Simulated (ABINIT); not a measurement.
# MgO (Fm-3m): G0W0 with ABINIT, start to end

Aim: the G0W0 gap of MgO (Fm-3m) on PBE, step by step.

Main program and level: ABINIT 10.8.3; PBE and many-body steps on it, plane waves.

**The experiments to reproduce.**

- Gap 7.83 eV: literature experimental gap; bulk crystal (quoted in “Electronic structure of alkaline earth and post-transition metal oxides”, 2009, arxiv:0908.1581).

## 1. The structure

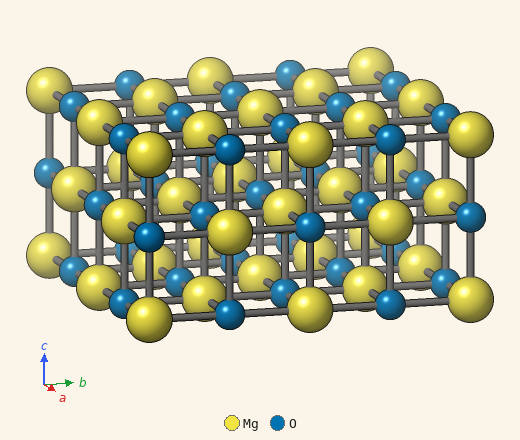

The starting structure, seen slightly off an axis (magnesium yellow, oxygen blue). 2×2×1 cells are drawn. This picture shows the conventional cell, with its axes. Some periodic images of atoms are drawn too.

Coordinates:

```cif
data_structure
_symmetry_space_group_name_H-M 'Fm-3m'
_symmetry_Int_Tables_number 225
_cell_length_a 4.1940
_cell_length_b 4.1940
_cell_length_c 4.1940
_cell_angle_alpha 90.000
_cell_angle_beta 90.000
_cell_angle_gamma 90.000
_cell_volume 73.77
loop_
_atom_site_label
_atom_site_type_symbol
_atom_site_symmetry_multiplicity
_atom_site_Wyckoff_symbol
_atom_site_fract_x
_atom_site_fract_y
_atom_site_fract_z
_atom_site_occupancy
Mg1 Mg 4 a 0.00000 0.00000 0.00000 1
O1 O 4 b 0.50000 0.00000 0.00000 1
```

The cell and positions are those that the Materials Project relaxed with its own functionals (PBE, PBE+U or r2SCAN), kept fixed.

## 2. Ground state

This step: ABINIT 10.8.3; DFT, PBE, plane waves, norm-conserving pseudopotentials.

The ground-state density comes first.

Contents of run.abi:

```
acell 3*1.0 Angstrom
rprim 
  -0.000000000000 2.097001392700 2.097001392700
  2.097001392700 0.000000000000 2.097001392700
  2.097001392700 2.097001392700 0.000000000000
ntypat 2
znucl 12 8
natom 2
typat 1 2
xred 
  0.000000000000 0.000000000000 0.000000000000
  0.500000000000 0.500000000000 0.500000000000
pp_dirpath "pseudos"
pseudos "Mg.upf, O.upf"
ecut 38
ngkpt 8 8 8
nshiftk 1
shiftk 0 0 0
kptopt 1
chksymbreak 0
nband 13
occopt 1
tolvrs 1e-10
nstep 60
prtwf 0
optforces 0
optstress 0
indata_prefix "in"
outdata_prefix "out"
tmpdata_prefix "tmp"
```

Launch:

```sh
$ OMP_NUM_THREADS=1 mpirun -n 8 abinit run.abi > log
```

Numbers of over 12 decimals in the logs are rounded to 6 here.

Output:

```text
.Version 10.8.3 of ABINIT. v10.8.2 released Aug 2026.

 Symmetries : space group Fm -3 m (#225); Bravais cF (face-center cubic)
================================================================================
 Values of the parameters that define the memory need of the present run
     intxc =       0    ionmov =       0      iscf =       7    lmnmax =       5
     lnmax =       5     mgfft =      32  mpssoang =       3    mqgrid =    3001
     natom =       2  nloc_mem =       1    nspden =       1   nspinor =       1
    nsppol =       1      nsym =      48    n1xccc =    2501    ntypat =       2
    occopt =       1   xclevel =       2
-    mband =          13        mffmem =           1         mkmem =           4
       mpw =        1410          nfft =       32768          nkpt =          29
================================================================================
  Rough estimation (10% accuracy) of disk space for files :
================================================================================

--------------------------------------------------------------------------------
------------- Echo of variables that govern the present computation ------------
--------------------------------------------------------------------------------
 -outvars: echo values of preprocessed input variables --------
            acell      1.8897261259E+00  1.8897261259E+00  1.8897261259E+00 Bohr

      chksymbreak           0
             ecut      3.80000000E+01 Hartree
-          fftalg         312

              ixc     -101130
              kpt      0.00000000E+00  0.00000000E+00  0.00000000E+00
                       1.25000000E-01  0.00000000E+00  0.00000000E+00
                       2.50000000E-01  0.00000000E+00  0.00000000E+00
                       3.75000000E-01  0.00000000E+00  0.00000000E+00
                       5.00000000E-01  0.00000000E+00  0.00000000E+00
                       1.25000000E-01  1.25000000E-01  0.00000000E+00
                       2.50000000E-01  1.25000000E-01  0.00000000E+00
                       3.75000000E-01  1.25000000E-01  0.00000000E+00
                       5.00000000E-01  1.25000000E-01  0.00000000E+00
   [... 18 further rows ...]
                      -3.75000000E-01  5.00000000E-01  1.25000000E-01
                      -2.50000000E-01  5.00000000E-01  2.50000000E-01
         kptrlatt        8    0    0      0    8    0      0    0    8
          kptrlen      4.48334925E+01
P           mkmem           4
            natom           2
            nband          13
            ngfft          32      32      32
             nkpt          29
            nstep          60
             nsym          48
           ntypat           2
              occ      2.000000  2.000000  2.000000  2.000000  2.000000  2.000000
                       2.000000  2.000000  0.000000  0.000000  0.000000  0.000000
                       0.000000
        optforces           0
        optstress           0
            prtwf           0
            rprim     -0.0000000000E+00  2.0970013927E+00  2.0970013927E+00
[...]
spgroup         225

           tolvrs      1.00000000E-10

             xred      0.0000000000E+00  0.0000000000E+00  0.0000000000E+00
[...]
znucl       12.00000    8.00000

================================================================================

 chkinp: Checking input parameters for consistency.

================================================================================
== DATASET  1 ==================================================================
-   mpi_nproc: 8, omp_nthreads: 1 (-1 if OMP is not activated)

--- !DatasetInfo
iteration_state: {dtset: 1, }
dimensions: {natom: 2, nkpt: 29, mband: 13, nsppol: 1, nspinor: 1, nspden: 1, mpw: 1410, }
cutoff_energies: {ecut:  38.0, pawecutdg:  -1.0, }
electrons: {nelect:   1.60000000E+01, charge:   0.00000000E+00, occopt:   1.00000000E+00, tsmear:   1.00000000E-02, }

 Real(R)+Recip(G) space primitive vectors, cartesian coordinates (Bohr,Bohr^-1):
 R(1)=  0.0000000  3.9627583  3.9627583  G(1)= -0.1261747  0.1261747  0.1261747
 R(2)=  3.9627583  0.0000000  3.9627583  G(2)=  0.1261747 -0.1261747  0.1261747
 R(3)=  3.9627583  3.9627583  0.0000000  G(3)=  0.1261747  0.1261747 -0.1261747
 Unit cell volume ucvol=  1.2445798E+02 bohr^3
 Angles (23,13,12)=  6.00000000E+01  6.00000000E+01  6.00000000E+01 degrees

 getcut: wavevector=  0.0000  0.0000  0.0000  ngfft=  32  32  32
         ecut(hartree)=     38.000   => boxcut(ratio)=   2.05769

--- Pseudopotential description ------------------------------------------------
- Mg Generated using ONCVPSP code by D. R. Hamann
- 12.00000  10.00000  171031                  znucl, zion, pspdat
12 -101130 1 -1 1510                          pspcod,pspxc,lmax,lloc,mmax
     nproj     2     2     0
  pspatm : epsatm=    9.22893308
         --- l  ekb(1:nproj) -->
[...]
pspatm: atomic psp has been read  and splines computed

- O Generated using ONCVPSP code by D. R. Hamann
-  8.00000   6.00000  171031                  znucl, zion, pspdat
12 -101130 2 -1 936                           pspcod,pspxc,lmax,lloc,mmax
     nproj     2     2     1
  pspatm : epsatm=    6.19545534
         --- l  ekb(1:nproj) -->
[...]
1   -4.717130   -1.149271
             2   -1.331955
 pspatm: atomic psp has been read  and splines computed

   2.46790215E+02                                ecore*ucvol(ha*bohr**3)
--------------------------------------------------------------------------------

_setup2: Arith. and geom. avg. npw (full set) are    1393.920    1393.901

================================================================================

--- !BeginCycle
iteration_state: {dtset: 1, }
solver: {iscf: 7, nstep: 60, nline: 4, wfoptalg: 0, }
tolerances: {tolvrs: 1.00E-10, }

     iter   Etot(hartree)      deltaE(h)  residm     vres2
 ETOT  1  -75.935065408622    -7.594E+01 9.238E-02 3.759E+02
 ETOT  2  -75.948061304470    -1.300E-02 1.782E-03 3.414E+02
 ETOT  3  -76.049589092583    -1.015E-01 3.706E-03 3.355E+00
 ETOT  4  -76.050443848706    -8.548E-04 6.433E-04 6.727E-03
 ETOT  5  -76.050444348284    -4.996E-07 3.028E-04 2.929E-04
 ETOT  6  -76.050444431526    -8.324E-08 1.825E-04 1.734E-05
 ETOT  7  -76.050444434780    -3.254E-09 9.311E-05 2.500E-07
 ETOT  8  -76.050444434798    -1.778E-11 6.468E-05 1.722E-08
 ETOT  9  -76.050444434803    -5.500E-12 3.138E-05 4.688E-11

 At SCF step    9       vres2   =  4.69E-11 < tolvrs=  1.00E-10 =>converged.

--- !ResultsGS
iteration_state: {dtset: 1, }
comment   : Summary of ground state results
lattice_vectors:
- [ -0.0000000,   3.9627583,   3.9627583, ]
- [  3.9627583,   0.0000000,   3.9627583, ]
- [  3.9627583,   3.9627583,   0.0000000, ]
lattice_lengths: [   5.60419,    5.60419,    5.60419, ]
lattice_angles: [ 60.000,  60.000,  60.000, ] # degrees, (23, 13, 12)
lattice_volume:   1.2445798E+02
convergence: {deltae: -5.500E-12, res2:  4.688E-11, residm:  3.138E-05, diffor:  0.000E+00, }
etotal    :  -7.60504444E+01
entropy   :   0.00000000E+00
fermie    :   1.77897150E-01
cartesian_stress_tensor: null
pressure_GPa: null
xred      :
- [  0.0000E+00,   0.0000E+00,   0.0000E+00, Mg]
- [  5.0000E-01,   5.0000E-01,   5.0000E-01,  O]
cartesian_forces: null
force_length_stats: {min: null, max: null, mean: null, }

 Integrated electronic density in atomic spheres:
 ------------------------------------------------
 Atom  Sphere_radius  Integrated_density
    1        2.00000          8.40527242
    2        2.00000          6.31969377
================================================================================

 ----iterations are completed or convergence reached----

 Mean square residual over all n,k,spin=   88.198E-09; max=  31.375E-06
 reduced coordinates (array xred) for    2 atoms
       0.000000000000      0.000000000000      0.000000000000
       0.500000000000      0.500000000000      0.500000000000
 rms dE/dt=  0.0000E+00; max dE/dt=  0.0000E+00; dE/dt below (all hartree)
    1       0.000000000000      0.000000000000      0.000000000000
    2       0.000000000000      0.000000000000      0.000000000000

 cartesian coordinates (angstrom) at end:
    1      0.000000     0.000000     0.000000
    2      2.097001     2.097001     2.097001
 length scales=  1.889726125908  1.889726125908  1.889726125908 bohr
              =  1.000000000000  1.000000000000  1.000000000000 angstroms
 prteigrs : about to open file out_EIG
 Fermi (or HOMO) energy (hartree) =   0.17790   Average Vxc (hartree)=  -0.42142
 Eigenvalues (hartree) for nkpt=  29  k points:
 kpt#   1, nband= 13, wtk=  0.00195, kpt=  0.0000  0.0000  0.0000 (reduced coord)
  -2.47971   -1.25783   -1.25783   -1.25783   -0.45613    0.17790    0.17790    0.17790
   0.35778    0.76721    0.76721    0.76721    0.90692
 prteigrs : prtvol=0 or 1, do not print more k-points.

--- !EnergyTerms
iteration_state     : {dtset: 1, }
comment             : Components of total free energy in Hartree
kinetic             :  4.53474650730970E+01
hartree             :  2.06541409295772E+01
xc                  : -1.22547802114040E+01
Ewald energy        : -4.75873828125848E+01
psp_core            :  1.98291994737388E+00
local_psp           : -6.34768462250543E+01
non_local_psp       : -2.07159611358079E+01
total_energy        : -7.60504444348030E+01
total_energy_eV     : -2.06943801769394E+03
band_energy         : -1.27012741502449E+01

== END DATASET(S) ==============================================================
================================================================================

 -outvars: echo values of variables after computation  --------
           etotal     -7.6050444435E+01
            nband          13
             nkpt          29
          spgroup         225
 [... the other variables as echoed above ...]

 Calculation completed.
```

Run time: 3.4 s. Hardware: 8 MPI ranks of INTEL XEON PLATINUM 8581C at 2.10GHz (Emerald Rapids), shared host; peak memory 0.56 GiB; 26 s of CPU time.

Numbers from this step:

* total energy: -2069.4380 eV
* gap: 4.895 eV
* k of the valence top: 0, 0, 0
* k of the conduction bottom: 0, 0, 0
* least direct gap: 4.895 eV

The gap is direct, at Γ.

(Continued in part 2 of 3.)

[Paths, hosts, dates, memory and timing lines, banners, echoed tables and standing remarks are left out of the program output.]

[Logs are printed without paths, hosts, clocks, repeated set-up lines and the standing remarks that a program may print on its own settings, such as how far it seeks lower states.]

[Runs of the session that timed out or met a known fault of the program may be left out.]

[Hosts, paths, dates, database ids (printed as entryN), source tags and the programs' standing remarks are cut or masked in the printed files.]

[G0W0 gaps are taken among the corrected bands and points alone; a level outside them can change the order at an edge.]

[Where Ansatz stands beside ABINIT at settings called matched, ABINIT's density can come from a denser mesh and the files from another edition; pairs whose starting gaps differed by over 0.03 eV were left out, so agreement reads better than it is.]
